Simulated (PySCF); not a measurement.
C2H6Cl2Si2, SMILES [SiH3]/C=C/[SiH](Cl)Cl at its PBE0/def2-SVP optimised geometry (Å):

```
12

Si    -2.2244    -0.5609     0.0000
C     -0.3448    -0.5609     0.0000
C      0.4142     0.5500     0.0123
Si     2.2668     0.4642     0.0097
Cl     3.0131     1.4392    -1.6482
Cl     3.0183     1.3955     1.6903
H     -2.7374    -1.2738     1.2098
H     -2.7102     0.8508     0.0000
H     -2.7369    -1.2743    -1.2097
H      0.1608    -1.5389    -0.0108
H     -0.0650     1.5389     0.0228
H      2.7374    -0.9429    -0.0089
```

Computed with PBE0/def2-TZVP (PySCF 2.14.0). Cells within 0.4 Å of a nucleus heavier than hydrogen are left out (blank, or x).

Map of the electrostatic potential (hartree/e), clipped to [-0.08, 0.12] on the plane z = 1.5 Å:

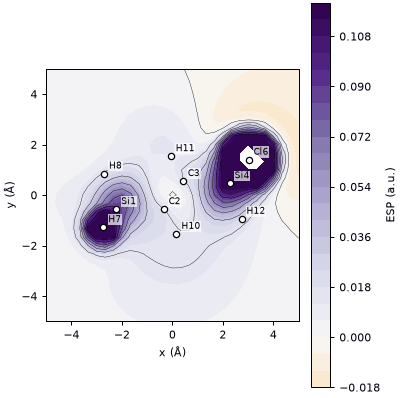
Fig. 1. Electrostatic potential (hartree/e), clipped to [-0.08, 0.12] on the plane z = 1.5 Å.
